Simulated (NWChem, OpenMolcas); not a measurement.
# How basis sets differ on CH5FOSn (SMILES [CH3][SnH]([OH])[F])

CH5FOSn: 9 atoms, total charge 0, spin state singlet. As SMILES, `[CH3][SnH]([OH])[F]`. The shape is that of a PBE0-D4/def2-TZVP optimisation. This is one conformer, not always the lowest.

```xyz
9

C    -0.3480    1.3209   -0.1726
Sn   -0.2712   -0.7574    0.2376
O     1.5274   -1.3464    0.7250
F    -0.6132   -1.5960   -1.4646
H    -1.3617    1.6034   -0.4558
H    -0.0436    1.8854    0.7085
H     0.3298    1.5391   -0.9976
H    -1.3087   -1.4770    1.3718
H     2.1777   -1.2184    0.0306
```

Quantity: the dipole moment, in D. The values are calculated.

```
                        level          kind     program  value (D)  CPU time
         HF/ANO-RCC-MB (DKH2)  Hartree–Fock  OpenMolcas       2.89      13 s
                    HF/STO-3G  Hartree–Fock  OpenMolcas       1.61     2.3 s
                     HF/3-21G  Hartree–Fock  OpenMolcas       2.96     3.3 s
 HF/def2-SVP (core potential)  Hartree–Fock  OpenMolcas       3.23     7.4 s
HF/def2-SVPD (core potential)  Hartree–Fock      NWChem       3.28      58 s
```

All-electron rows without a relativistic Hamiltonian named are non-relativistic, while core potentials hold scalar relativity, so basis and relativity change together. The values span 1.61 to 3.28 D. Magnitudes only. Sets without polarisation functions give poor dipoles. CPU times are rough (shared hosts, several kinds of processor and program).

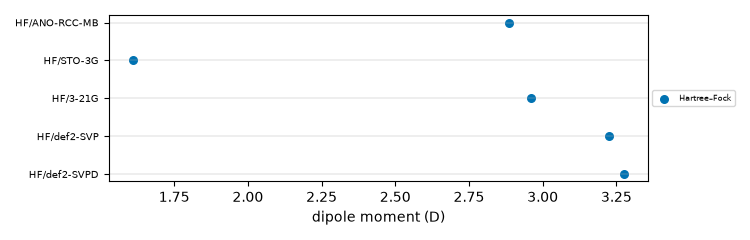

The values of the table, level by level.
